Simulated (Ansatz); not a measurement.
# CH2F (SMILES [CH2]F) at UPBE0/STO-3G

Aim: the vertical ionisation energy of CH2F at UPBE0/STO-3G, from 2 runs. 

Program for the calculation: Ansatz 0.2.0.

47 further runs of the same task are left out: 47 set aside as unsound or not needed.

### Step 1. The system as given

CH2F has 4 atoms, charge 0, and is taken as a doublet. As SMILES, `[CH2]F`. The coordinates come from a PBE0-D4/def2-TZVP relaxation.

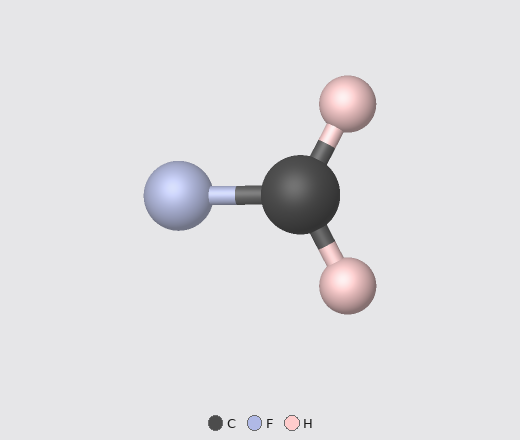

Viewed from a chosen angle; carbon dark grey, fluorine light blue, hydrogen pink.

### Step 2. A single-point energy at UPBE0/STO-3G

File run.yaml:

```yaml
crystal:
  periodic: [false, false, false]
  atoms:
    - symbol: C
      position_ang: [-0.030100, -0.057600, -0.131100]
    - symbol: F
      position_ang: [0.950000, 0.694000, 0.364600]
    - symbol: H
      position_ang: [-0.946900, 0.472300, -0.352500]
    - symbol: H
      position_ang: [0.027000, -1.108700, 0.119000]
basis:
  gaussian:
    orbitals: STO-3G
magnetization:
  spin_polarized: true
  initial_magnetization: 1
hamiltonian:
  xc: {name: PBE0}
accuracy: high
```

Started as:

```bash
ansatz run run.yaml --threads 1 --pin off --max-ram 2610MiB --events-out events.jsonl --progress --plain --runs-dir runs
```

Log:

```text
Warning: RAYON_NUM_THREADS=1 ignored (pool sized by the plan → 1); use --threads N
Functional definition: PBE0
  name "PBE0"
  parameter a = 0.25
  parameter kappa = 0.804
  parameter beta = 0.06672455060314922
  exchange = (1 - a)*pbe_x(kappa = kappa, mu = beta*pi^2/3) + a*exact_x
  correlation = pbe_c(beta = beta)
186 factors; integrals over basis functions are off by at most 1.3e-8 eV
mean field evaluation 1: about -3728.1777 eV, gradient 3.8e0 eV
mean field evaluation 2: about -3728.3151 eV, gradient 7.5e-1 eV
mean field evaluation 4: about -3728.3240 eV, gradient 1.8e-1 eV
mean field evaluation 8: about -3728.3126 eV, gradient 9.2e-4 eV
mean field evaluation 16: about -3728.3126 eV, gradient 2.5e-8 eV
mean field -3728.31264503 eV, -137.0129625638 hartree, gradient 2.5e-8 eV, S^2 0.752520; 0 other end points of the search recorded, 0 dependent functions left out
reference -3728.31264605 eV, -137.0129626011 hartree; 9, 8 occupied and 3, 4 virtual orbitals, 186 factors
Total energy: -3728.31264605 eV, -137.0129626011 hartree
```

Run time: 0.72 s. Hardware: 1 thread of Arm Neoverse V2, shared host; peak memory 0.1 GiB.

### Step 3. The singlet cation

File molecule.yaml:

```yaml
crystal:
  periodic: [false, false, false]
  atoms:
    - {symbol: C, position_ang: [-0.030100, -0.057600, -0.131100]}
    - {symbol: F, position_ang: [0.950000, 0.694000, 0.364600]}
    - {symbol: H, position_ang: [-0.946900, 0.472300, -0.352500]}
    - {symbol: H, position_ang: [0.027000, -1.108700, 0.119000]}
basis:
  gaussian: {orbitals: STO-3G}
total_charge: 1
hamiltonian: {xc: pbe0}
accuracy: high
```

Started as:

```bash
ansatz run molecule.yaml --threads 1 --pin off --max-ram 2610MiB --events-out events.jsonl --progress --plain --runs-dir runs
```

Log, cut to the lines that bear on the results:

```text
Warning: RAYON_NUM_THREADS=1 ignored (pool sized by the plan → 1); use --threads N
[... 7 set-up lines as earlier in the session ...]
186 factors; integrals over basis functions are off by at most 1.3e-8 eV
mean field evaluation 1: about -3717.1073 eV, gradient 3.1e1 eV
mean field evaluation 2: about -3695.3928 eV, gradient 9.6e1 eV
mean field evaluation 4: about -3720.8023 eV, gradient 5.3e-1 eV
mean field evaluation 8: about -3720.7745 eV, gradient 1.7e-2 eV
mean field evaluation 16: about -3720.7745 eV, gradient 5.6e-8 eV
mean field -3720.77453282 eV, -136.7359420494 hartree, gradient 1.3e-8 eV, S^2 0.000000; 0 other end points of the search recorded, 0 dependent functions left out
reference -3720.77453386 eV, -136.7359420877 hartree; 8, 8 occupied and 4, 4 virtual orbitals, 186 factors
Total energy: -3720.77453386 eV, -136.7359420877 hartree
```

It took 0.44 s on 1 thread of Arm Neoverse V2, shared host.

### Step 4. Outcome

At UPBE0/STO-3G:

| quantity | value |
| --- | --- |
| doublet CH2F: total energy | -137.01296 Eh |
| doublet CH2F: ⟨S²⟩ | 0.753 |
| singlet cation: total energy | -136.73594 Eh |
| vertical ionisation energy (to the singlet cation) | 7.538 eV |

The vertical ionisation energy comes to 7.54 eV (727 kJ/mol). Only the singlet of the ionised species was computed; a triplet could lie lower. In a minimal basis such a difference can be off by several eV, whatever the method.
